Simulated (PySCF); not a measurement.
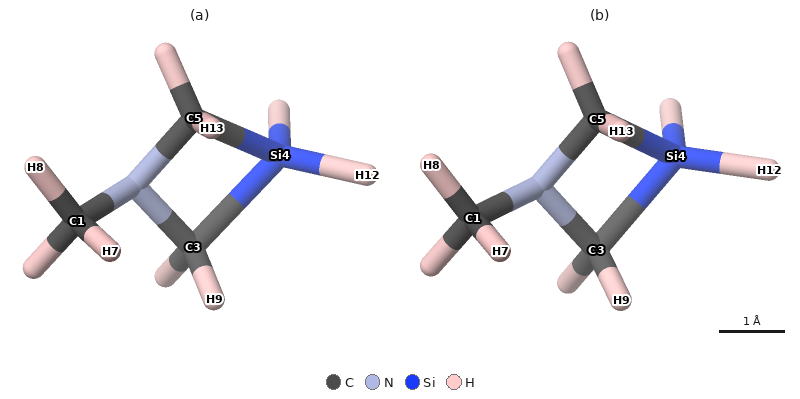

The structure of C₃H₉NSi before (left) and after (right) a relaxation, at one scale.

A stick model, seen at a tilt.

The start comes from GFN2-xTB. Its atoms were then displaced at random by about 0.01 Å.

The calculation used PBE0-D3(BJ)/def2-SVP geometry optimisation, gas phase (PySCF 2.14.0, density-fitted response routines). 

Describe what moved and what it gained.

The largest moves after the best rigid fit, 0.16 Å, are those of H atoms. By element the largest moves are H 0.16 Å, C 0.09 Å, N 0.08 Å, Si 0.07 Å. Among the contacts that change: H–Si 1.424 → 1.492 Å, C–Si 1.963 → 1.899 Å, H–Si 1.459 → 1.494 Å, C–H 1.073 → 1.102 Å. Among the angles between lasting bonds that change: H–Si–H 114.5° → 109.7°, N–C–Si 90.7° → 86.3°, C–Si–C 71.4° → 75.0°. Over 6 geometry steps the energy falls by 5.17 kcal/mol. Cost: 38 s on 1 thread of Arm Neoverse V1, with other jobs on the host.
